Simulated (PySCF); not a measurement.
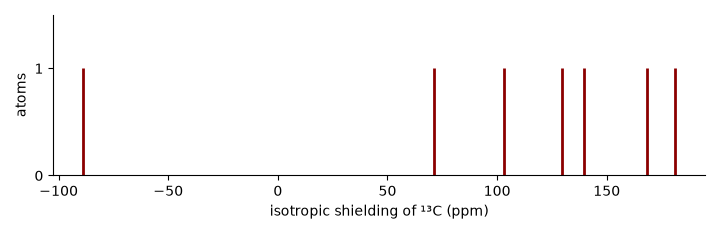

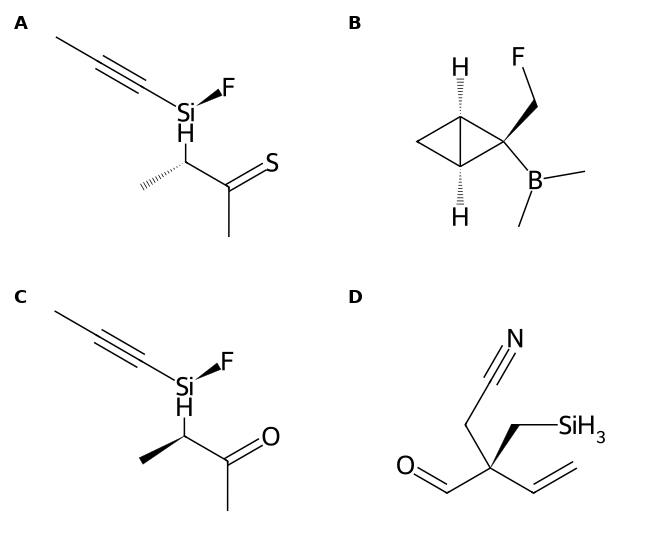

The sticks are computed shieldings of one of the molecules, for one fixed geometry (GFN2-xTB) without averaging over rotations. Low shielding means a high chemical shift. Method: GIAO PBE0/pcSseg-1 NMR shielding, non-relativistic, gas phase (PySCF 2.14.0).

> Match the spectrum to a structure.

A, `CC#C[Si@@H](F)[C@@H](C)C(C)=S`. Its 7 C atoms give lines at −89.0, 71.3, 103.2, 129.4, 139.8, 168.2, 181.3 ppm.

The geometry is semi-empirical. Around B, Si such bond lengths and angles can be off by a tenth of an ångström or more and by several degrees, and values that hang on the shape move with them.
